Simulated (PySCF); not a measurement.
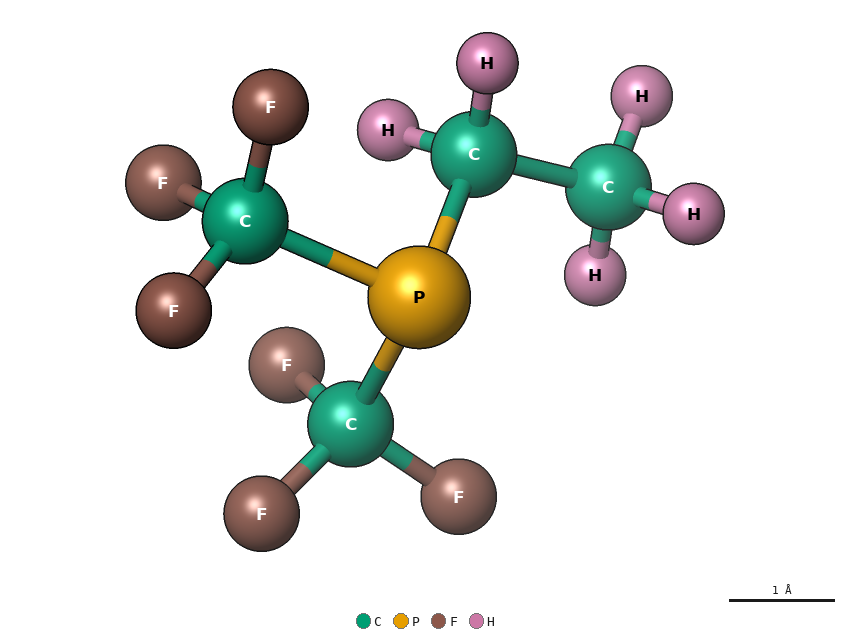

Ball-and-stick drawing of a structure. Every bond is drawn as one stick, whatever its order.

The geometry was computed by an optimisation with PBE0-D3(BJ)/def2-SVP. No frequency run is at hand to confirm it as a minimum.

Which formula does it have?

C4H5F6P, 16 atoms: 4 carbon, 5 hydrogen, 6 fluorine and 1 phosphorus.

Give a SMILES string for it.

CCP(C(F)(F)F)C(F)(F)F

Which point group does it belong to?

C1.

More results for the same structure follow; atom numbers are the same in all pictures, views and colours differ.

Charges

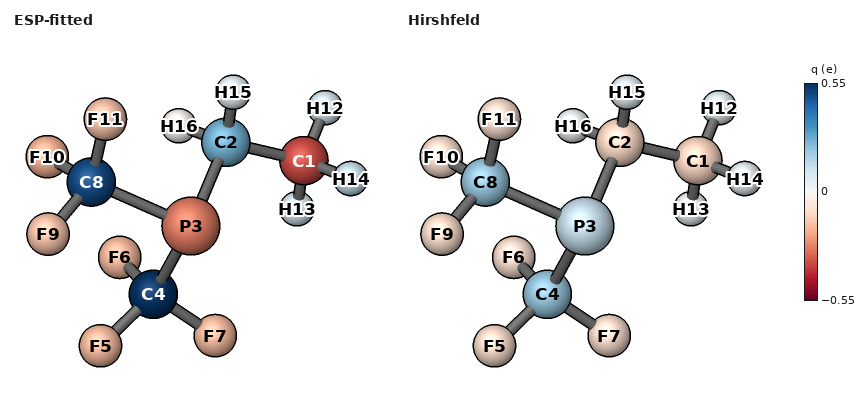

Atomic charges of one calculation by 2 schemes, on one colour scale. No frequency run is at hand to confirm it as a minimum. Computed with PBE0/pcSseg-1 in chloroform (IEF-PCM) (PySCF 2.14.0).

Which scheme gives the most polar picture (largest mean size of the charges)?

The ESP-fitted charges are the largest in size here.

On which atom do the schemes disagree most?

On P3 (from −0.28 to 0.13 e).

List the charges (e), one line for each set of equivalent atoms.

| atom | ESP-fitted | Hirshfeld |
| --- | --- | --- |
| C1 | −0.36 | −0.11 |
| C2 | 0.26 | −0.11 |
| P3 | −0.28 | 0.13 |
| C4 | 0.54 | 0.21 |
| F5 | −0.17 | −0.09 |
| F6 | −0.17 | −0.08 |
| F7 | −0.17 | −0.09 |
| C8 | 0.50 | 0.21 |
| F9 | −0.15 | −0.09 |
| F10 | −0.19 | −0.09 |
| F11 | −0.16 | −0.09 |
| H12 | 0.09 | 0.05 |
| H13 | 0.11 | 0.03 |
| H14 | 0.12 | 0.04 |
| H15 | 0.05 | 0.05 |
| H16 | −0.01 | 0.03 |

NMR shielding

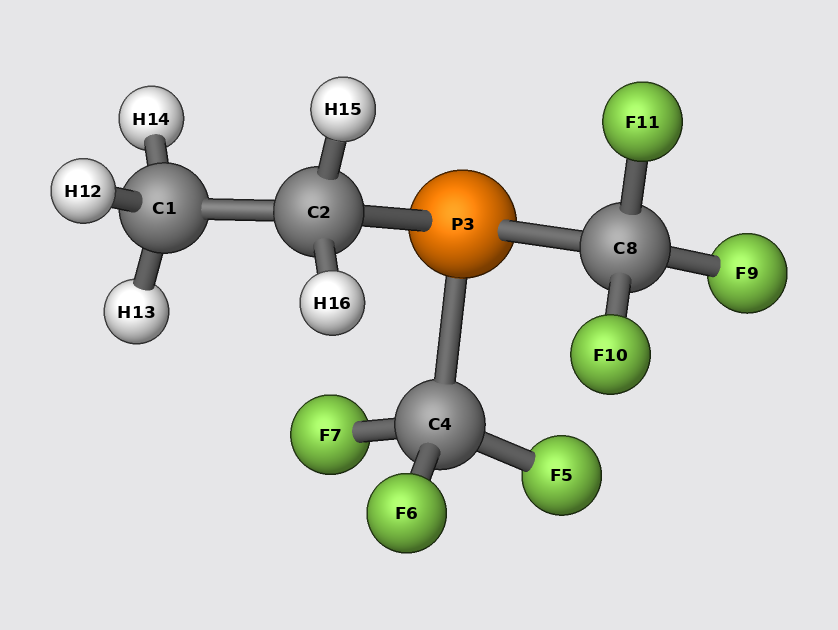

No frequency run is at hand to confirm it as a minimum. Level of theory: GIAO PBE0/pcSseg-1 NMR shielding, non-relativistic, IEF-PCM cyclohexane (PySCF 2.14.0). Principal shieldings σ11 ≤ σ22 ≤ σ33, span Ω = σ33 − σ11, skew κ = 3(σiso − σ22)/Ω.

Give the shielding tensors of the P atoms.

```
atom    σ11    σ22    σ33   σiso      Ω      κ
  P3  223.2  361.2  371.4  318.6  148.3  −0.86
```

Shieldings and span in ppm.

Dipole moment

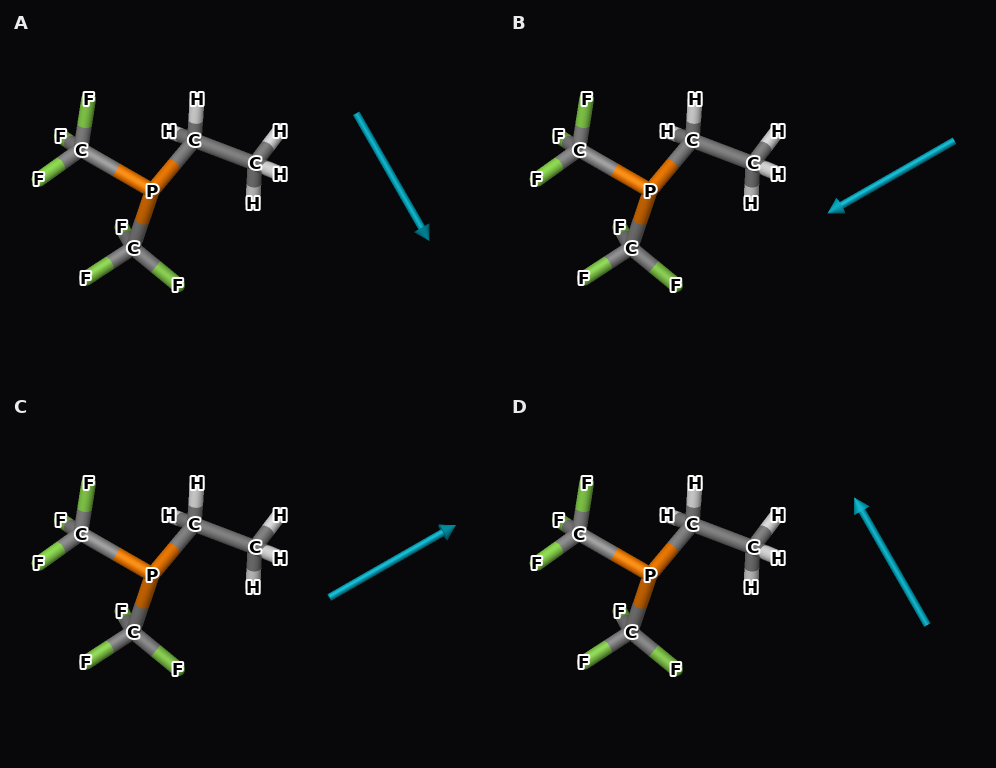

The same molecule four times, each with an arrow. No frequency run is at hand to confirm it as a minimum. Level of theory: PBE0/pcSseg-1 in chloroform (IEF-PCM) (PySCF 2.14.0).

Which arrow points along the dipole moment, from the negative to the positive end?

C. The dipole moment is 2.99 D.
